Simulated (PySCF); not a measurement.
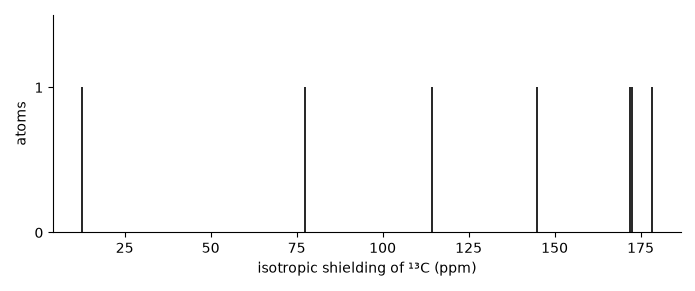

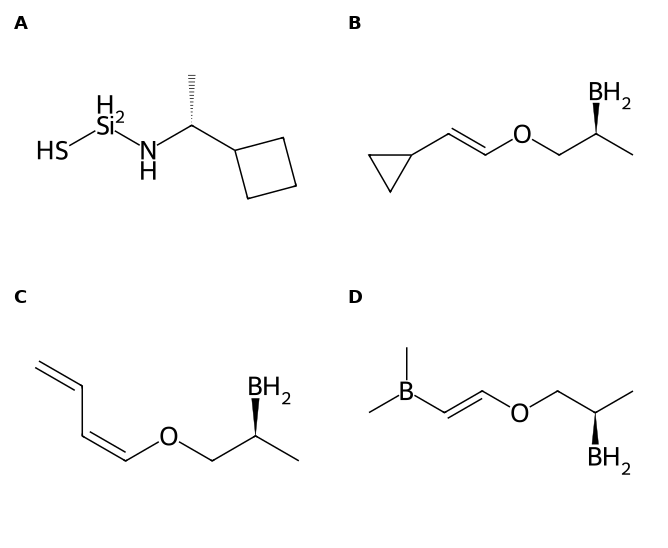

The sticks are computed shieldings of one of the molecules, for one fixed geometry (GFN2-xTB) without averaging over rotations. Low shielding means a high chemical shift. Method: GIAO PBE0/pcSseg-1 NMR shielding, non-relativistic, gas phase (PySCF 2.14.0).

### Match the spectrum to a structure.

D, `B[C@H](C)CO/C=C/B(C)C`. Its 7 C atoms give lines at 12.5, 77.5, 114.4, 145.0, 171.8, 172.4, 178.3 ppm.

The geometry is semi-empirical. Around B, Si such bond lengths and angles can be off by a tenth of an ångström or more and by several degrees, and values that hang on the shape move with them.
